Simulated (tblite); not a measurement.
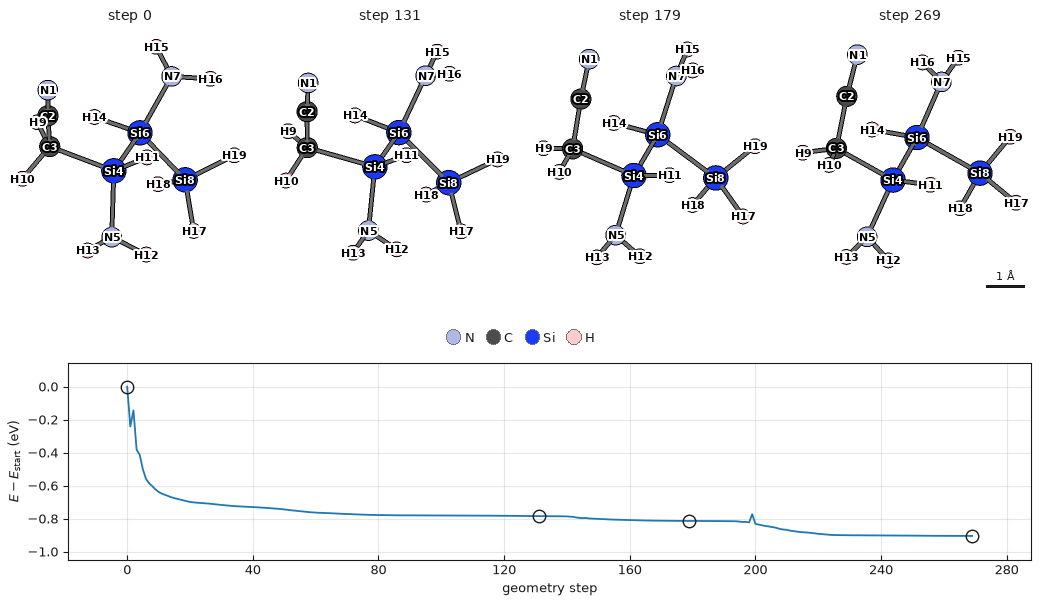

Frames of a relaxation of C$_{2}$H$_{11}$N$_{3}$Si$_{3}$, marked on the history of the run. A ball-and-stick model, seen from a free direction.

These are results of GFN2-xTB geometry optimisation, gas phase in tblite, not measurements. 

Describe the path.

Over 269 geometry steps the energy falls by 0.904 eV. The atom that moves furthest after the best rigid fit is H16 (2.07 Å). By element the largest moves are H 2.07 Å, N 1.83 Å, C 0.87 Å, Si 0.43 Å. Among the contacts that change: Si4–Si6 2.197 → 2.314 Å, Si6–Si8 2.214 → 2.314 Å, C3–Si4 1.861 → 1.936 Å, Si6–N7 1.792 → 1.726 Å. Among the angles between lasting bonds that change: Si4–N5–H13 108.2° → 119.8°, Si6–N7–H16 111.5° → 120.0°, Si6–Si4–H11 110.0° → 117.8°. Groups turn about C3–Si4 by about 70°, Si6–Si8 by about 35°, Si4–Si6 by about 30°. From step 0 to 131: H16 moves most (0.98 Å), energy −0.784 eV. From step 131 to 179: N1 moves most (1.20 Å), energy −0.030 eV. From step 179 to 269: H16 moves most (0.81 Å), energy −0.091 eV.
